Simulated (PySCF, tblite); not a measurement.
**H8N2OSi2: dynamics, then NMR shifts on frames**

How do NMR shifts of H8N2OSi2 (`N[SiH](N)O[SiH3]`) change as the atoms move?

Computed with tblite 0.8.0 and PySCF 2.14.0, with density-fitted response routines of our own, on a single molecule in the gas phase. Atoms count from 0, in the outputs and in this text.

### 1 Starting geometry

13 atoms, charge 0, multiplicity 1; geometry from: GFN2-xTB.

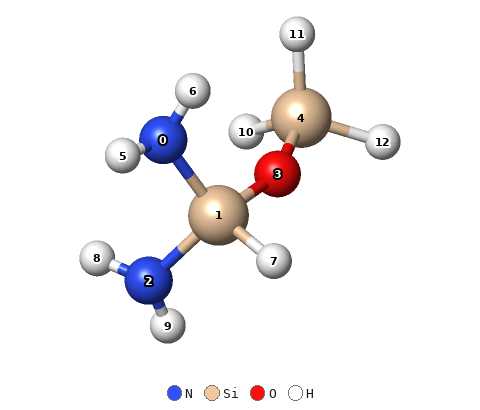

The starting geometry (nitrogen blue, silicon light orange, oxygen red, hydrogen white), atoms numbered; sticks join atoms by distance.

### 2 Dynamics with GFN2-xTB

Job settings and geometry (Å):

```
{"job": {"kind": "md", "xc": "GFN2-xTB", "basis": "xTB", "temperature": 200, "steps": 2000, "every": 50, "frames": 5}, "charge": 0, "multiplicity": 1}
N     -1.218754     1.445377     0.325572
Si    -0.829393    -0.222302     0.512122
N     -1.699756    -1.011897    -0.743279
O      0.795058    -0.344641     0.451742
Si     2.273803    -0.102563    -0.138647
H     -2.193378     1.695211     0.323727
H     -0.697604     2.106769     0.877674
H     -1.146982    -0.902072     1.763780
H     -1.817711    -0.532490    -1.620837
H     -1.514818    -1.987171    -0.906270
H      2.284029    -0.404504    -1.572298
H      2.648761     1.293492     0.093330
H      3.112358    -1.032724     0.615657
```

Level: GFN2-xTB Langevin dynamics, gas phase.

Command:

```console
OMP_NUM_THREADS=1 python probes_run.py task.json out
```

The driver reads the jobs from task.json and runs them one after another.

Standard output:

```text
t/fs     T/K      E/eV
    0.0   166.7   -478.64466
   25.0   102.8   -478.49707
   50.0   117.9   -478.34529
   75.0   214.6   -478.48232
  100.0   135.9   -478.47568
  125.0   106.8   -478.39208
  150.0   115.2   -478.41057
  175.0   188.0   -478.41475
  200.0   196.6   -478.42001
  225.0   178.3   -478.36074
  250.0   176.0   -478.31564
  275.0   170.2   -478.21383
  300.0   158.1   -478.30628
  325.0   162.5   -478.33562
  350.0   145.0   -478.32410
  375.0   201.7   -478.40821
  400.0   259.6   -478.38225
  425.0   170.7   -478.29238
  450.0   173.3   -478.25086
  475.0   172.7   -478.27042
  500.0   212.1   -478.30572
  525.0   161.9   -478.21261
  550.0   244.8   -478.37407
  575.0   327.1   -478.40421
  600.0   255.3   -478.31680
  625.0   235.7   -478.35843
  650.0   165.8   -478.34159
  675.0   122.3   -478.34403
  700.0   179.5   -478.36691
  725.0   105.5   -478.31839
  750.0   178.5   -478.37603
  775.0   151.1   -478.44452
  800.0   147.0   -478.40814
  825.0   169.5   -478.46187
  850.0   134.8   -478.36601
  875.0   219.6   -478.40452
  900.0   233.2   -478.40455
  925.0   112.3   -478.24556
  950.0   176.6   -478.42118
  975.0   169.4   -478.49721
 1000.0   168.2   -478.45028
```

Wall time 19 s (1 thread of Intel Xeon Platinum 8175M at 2.50GHz, shared host); peak memory 0.18 GiB.

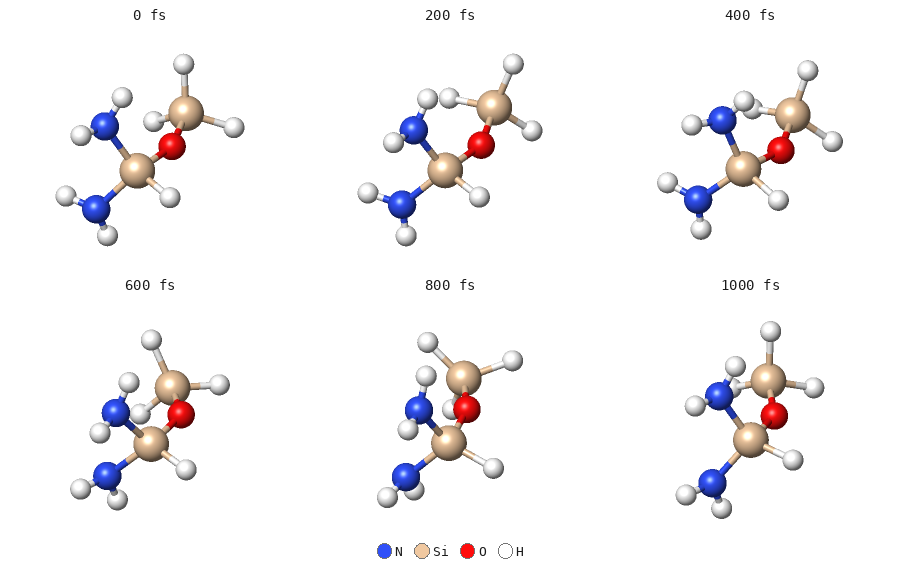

Frames of the run.

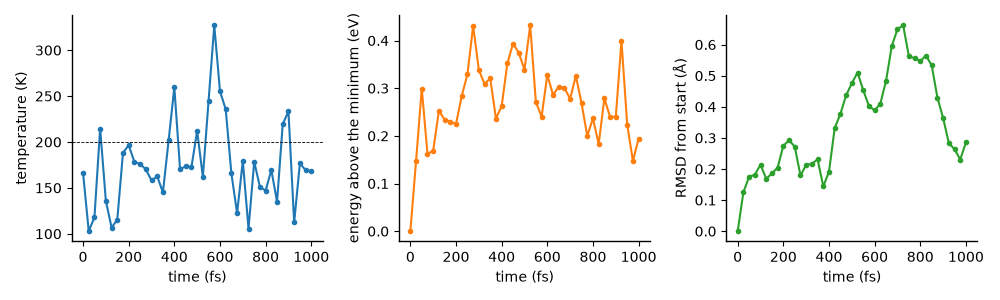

Temperature, potential energy and distance from the start.

Positions (Å) and forces (eV/Å) at 1000 fs:

```xyz
13

N    -1.804    0.985    0.845   -1.046   -0.076   -0.159
Si   -1.394   -0.678    0.982    0.364   -0.241    0.523
N    -2.387   -1.550   -0.102   -1.227    0.786   -0.291
O     0.176   -0.785    0.527   -0.945   -0.310    0.375
Si    1.321   -0.300   -0.458    2.083    0.343    1.051
H    -2.800    1.227    0.851    0.741   -0.076    0.070
H    -1.270    1.668    1.345    0.080    0.079    0.095
H    -1.373   -1.324    2.336    0.064    0.343   -0.416
H    -3.395   -1.371   -0.204    0.975   -0.065    0.198
H    -2.192   -2.491   -0.338    0.250   -0.642   -0.106
H     1.139   -0.458   -1.852   -0.454   -0.047   -0.946
H     1.730    1.093   -0.074   -0.307   -0.416   -0.241
H     2.492   -1.181   -0.064   -0.577    0.323   -0.152
```

### 3 Nuclear shieldings: 250 fs, PBE0/pcSseg-1

Job settings and geometry (Å):

```
{"job": {"kind": "nmr", "xc": "PBE0", "basis": "pcSseg-1", "pop": false}, "charge": 0, "multiplicity": 1}
N     -1.525100     1.451000     0.600200
Si    -1.100400    -0.258800     0.626300
N     -1.840600    -1.039000    -0.679600
O      0.539000    -0.286100     0.487200
Si     2.099700     0.017900     0.132800
H     -2.501300     1.612700     0.630600
H     -0.934000     2.070400     1.103300
H     -1.370300    -0.750700     1.996400
H     -2.386000    -0.724600    -1.459500
H     -1.542400    -1.976900    -0.963200
H      2.192700     0.224300    -1.246400
H      2.523900     1.170200     0.872600
H      2.795600    -1.156200     0.576400
```

Level: GIAO PBE0/pcSseg-1 NMR shielding, non-relativistic, gas phase.

Standard output:

```text
coarse grid: 11424 points
cycle   1  E = -767.9644039108  dE =  4.687e-01  |g| = 9.077e-01  |ddm| = 3.231e+00
cycle   2  E = -767.7526753305  dE =  2.117e-01  |g| = 1.382e+00  |ddm| = 1.756e+00
cycle   3  E = -768.1134863025  dE = -3.608e-01  |g| = 1.331e-01  |ddm| = 1.227e+00
cycle   4  E = -768.1161382748  dE = -2.652e-03  |g| = 5.827e-02  |ddm| = 1.204e-01
cycle   5  E = -768.1168058486  dE = -6.676e-04  |g| = 5.854e-03  |ddm| = 4.658e-02
cycle   6  E = -768.1168120476  dE = -6.199e-06  |g| = 5.602e-04  |ddm| = 5.954e-03
final grid: 100024 points
cycle   7  E = -768.1482954707  dE = -7.679e-06  |g| = 1.056e-02  |ddm| = 1.437e-02
cycle   8  E = -768.1482681113  dE =  2.736e-05  |g| = 1.610e-02  |ddm| = 1.700e-02
cycle   9  E = -768.1483157637  dE = -4.765e-05  |g| = 9.020e-04  |ddm| = 1.059e-02
cycle  10  E = -768.1483159049  dE = -1.412e-07  |g| = 2.063e-04  |ddm| = 7.766e-04
cycle  11  E = -768.1483159127  dE = -7.828e-09  |g| = 4.087e-05  |ddm| = 1.823e-04
cycle  12  E = -768.1483159130  dE = -2.963e-10  |g| = 6.832e-06  |ddm| = 3.953e-05
converged SCF energy = -768.1483159130

GIAO shielding tensors (ppm)
atom      isotropic    diamagn.    paramagn.     s11        s22        s33       span
  0 N      245.105     319.742     -74.637    210.556    243.421    281.339     70.783
  1 Si     397.811     879.854    -482.043    377.675    398.184    417.575     39.901
  2 N      240.276     318.676     -78.400    218.133    238.869    263.827     45.695
  3 O      292.419     400.281    -107.862    258.533    291.655    327.068     68.535
  4 Si     395.880     880.881    -485.001    357.887    362.176    467.576    109.689
  5 H       32.069      30.923       1.146     25.005     28.005     43.197     18.192
  6 H       31.445      32.848      -1.403     24.656     27.958     41.721     17.065
  7 H       26.048      28.884      -2.836     22.866     23.460     31.819      8.953
  8 H       30.359      31.561      -1.202     23.660     25.679     41.738     18.078
  9 H       30.803      31.203      -0.400     23.634     26.784     41.990     18.356
 10 H       27.207      31.548      -4.341     23.353     25.680     32.588      9.235
 11 H       26.985      30.464      -3.479     23.278     25.601     32.077      8.798
 12 H       26.913      29.923      -3.010     23.205     25.209     32.326      9.121
```

Wall time 29 s (1 thread of Intel Xeon Platinum 8175M at 2.50GHz, shared host); peak memory 0.68 GiB.

Shifts follow as δ = σ(reference) − σ, with reference shieldings (ppm) from runs at the same level and on the same kind of geometry: ¹H TMS 31.72, ²⁹Si TMS 349.2, ¹⁵N NH3 267.7, ¹⁷O H2O 336.1. The references are single molecules in the gas phase, so shifts against H2O, NH3, PH3, H3PO4 or CFCl3 are not on the usual liquid scales and can be off by tens of ppm. Each atom is listed at this fixed geometry, with no averaging over motion; a spectrum would average atoms that exchange fast.

```tsv
atoms	environment	σ (ppm)	δ (ppm)
H7	hydrogen on a silicon bonded to 2 N, O	26.05	5.67
H12	hydrogen on a silicon bonded to O	26.91	4.80
H11	hydrogen on a silicon bonded to O	26.99	4.73
H10	hydrogen on a silicon bonded to O	27.21	4.51
H8	hydrogen on a nitrogen bonded to Si	30.36	1.36
H9	hydrogen on a nitrogen bonded to Si	30.80	0.91
H6	hydrogen on a nitrogen bonded to Si	31.44	0.27
H5	hydrogen on a nitrogen bonded to Si	32.07	-0.35
N2	nitrogen bonded to Si, 2 H	240.3	27.5
N0	nitrogen bonded to Si, 2 H	245.1	22.6
Si4	silicon bonded to O, 3 H	395.9	-46.7
Si1	silicon bonded to 2 N, O, H	397.8	-48.7
O3	oxygen bonded to 2 Si	292.4	43.7
```

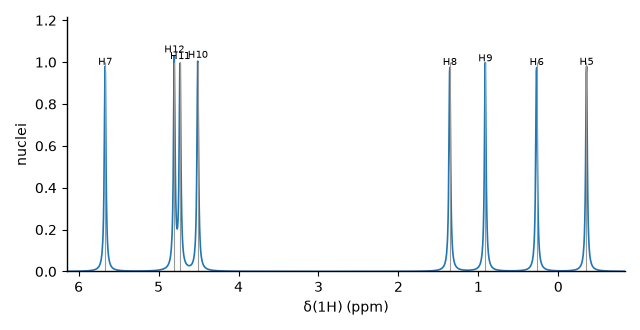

¹H lines at the computed shifts, without couplings. Lines are broadened to a width of 0.02 ppm (Lorentzian).

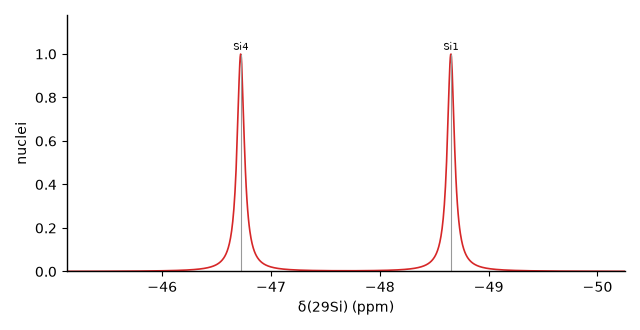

²⁹Si lines at the computed shifts, without couplings. Lines are broadened to a width of 0.08 ppm (Lorentzian).

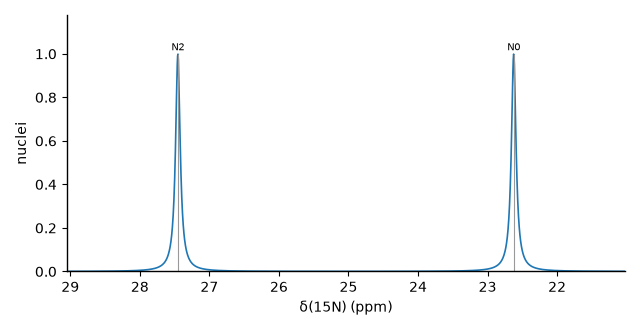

¹⁵N lines at the computed shifts, without couplings. Lines are broadened to a width of 0.08 ppm (Lorentzian).

The fields below are evaluated on a grid from the run's orbitals.

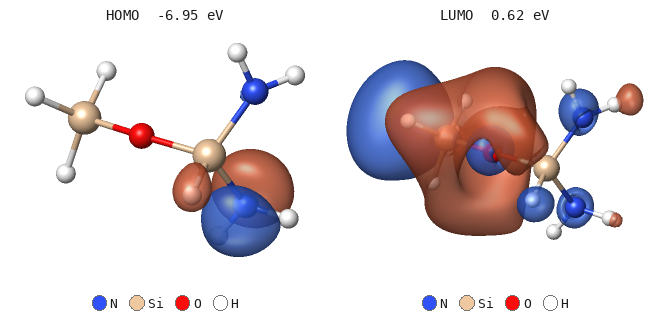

PBE0/pcSseg-1 orbitals near the gap, drawn at the value that encloses 70 % of each; the two colours are the two signs.

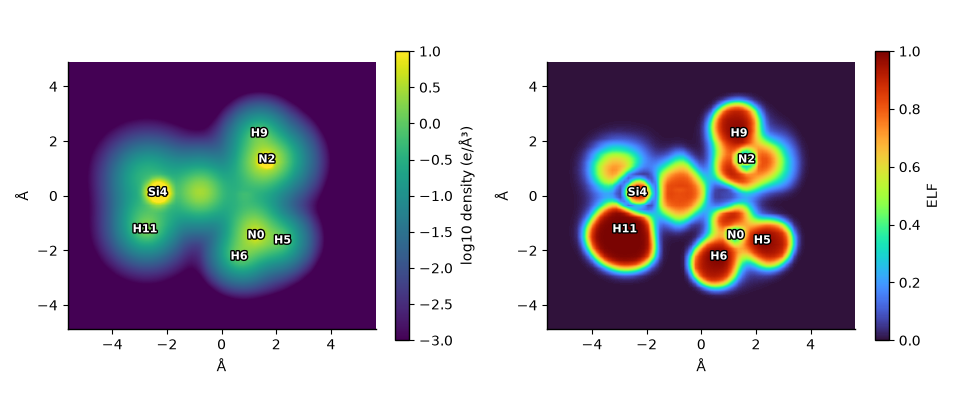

Density (left) and ELF (right) in a plane through or near 7 of the atoms.

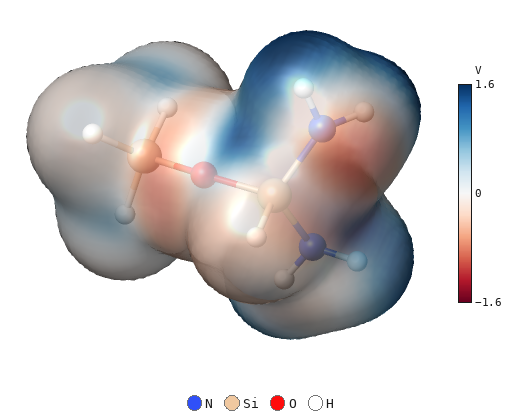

Electrostatic potential on the surface of density 0.002 e/bohr³; red is low, blue high. It runs, from the 1st to the 99th percentile, from -1.41 V near N0 to 1.60 V near H8.

(Part 1 of 2 ends here.)
